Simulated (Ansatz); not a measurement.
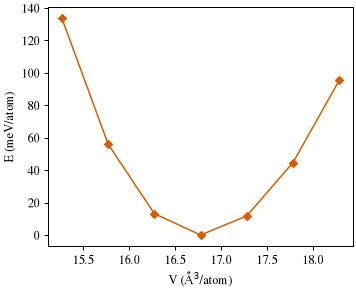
Fig. 1. ZrIr₂ (cubic Laves (MgCu2 type), Fd-3m) under volume change, DFT-r²SCAN in the program Ansatz with PAW potentials, scaled uniformly.

Problem. What does a third-order Birch–Murnaghan fit give for V₀, B₀ and B′?

Solution. V₀ = 16.78 Å³/atom, B₀ = 264 GPa, B′ = 4.6.

The workflow started from an entry of the Crystallography Open Database (COD). Whether it is the stable phase at ambient conditions was not checked. The cell was relaxed with r²SCAN under the symmetry of its start; its stability against distortions is not shown here. The run is not spin-polarised. Spin–orbit coupling is left out wherever it is not named.

Potentials: the later of the program's two PAW sets.
